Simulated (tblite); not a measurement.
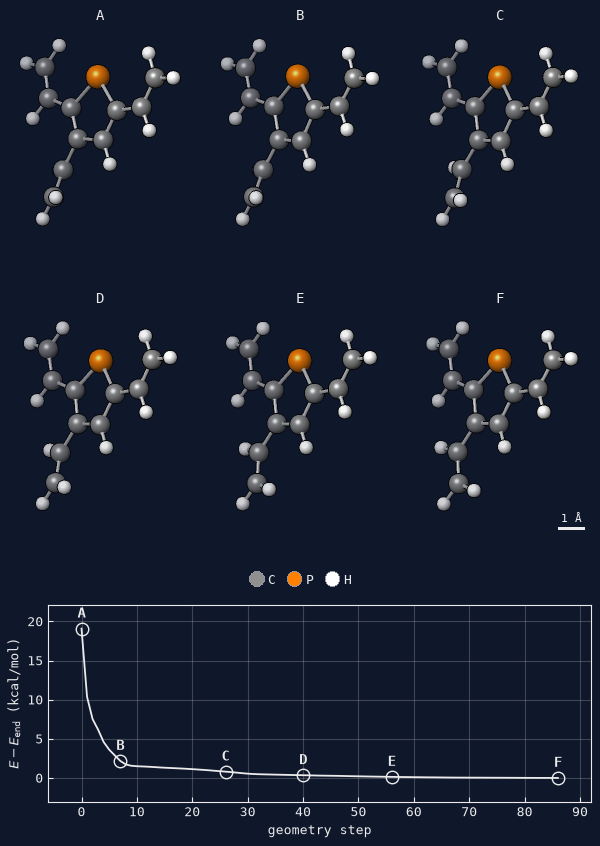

Frames of a relaxation of C10H10P (charge −1), marked on the history of the run. Style: ball-and-stick. Shown from a free direction.

Theory: GFN2-xTB geometry optimisation, gas phase in tblite. 

**Describe the path.**

An H atom moves most after the best rigid fit: 0.88 Å. By element the largest moves are H 0.88 Å, C 0.27 Å, P 0.12 Å. Some distances before and after: C–P 1.909 → 1.756 Å, C–C 1.493 → 1.397 Å, C–P 1.854 → 1.768 Å, C–C 1.359 → 1.426 Å. Bond angles that change, for instance: C–C–P 104.8° → 112.3°, C–C–P 105.5° → 111.5°, C–C–C 116.7° → 111.3°. Groups turn about C–C by about 35°. Over 86 geometry steps the energy falls by 19.1 kcal/mol. From step 0 to 7: an H atom moves most (0.16 Å), energy −16.9 kcal/mol. From step 7 to 26: an H atom moves most (0.21 Å), energy −1.37 kcal/mol. From step 26 to 40: an H atom moves most (0.22 Å), energy −0.46 kcal/mol. From step 40 to 56: H atoms move most (0.22 Å), energy −0.21 kcal/mol. From step 56 to 86: an H atom moves most (0.23 Å), energy −0.14 kcal/mol.

```
step  E − E(0), kcal/mol
   0                0.00
   1               -8.71
   2              -11.56
   3              -12.92
   4              -14.49
   5              -15.47
   6              -16.19
   7              -16.90
   8              -17.35
   9              -17.52
  10              -17.58
  14              -17.73
  18              -17.87
  22              -18.04
  26              -18.27
  30              -18.53
  34              -18.63
  38              -18.70
  42              -18.76
  46              -18.80
  50              -18.86
  54              -18.91
  58              -18.96
  62              -18.99
  66              -19.02
  70              -19.03
  74              -19.04
  78              -19.06
  82              -19.07
  86              -19.07
```
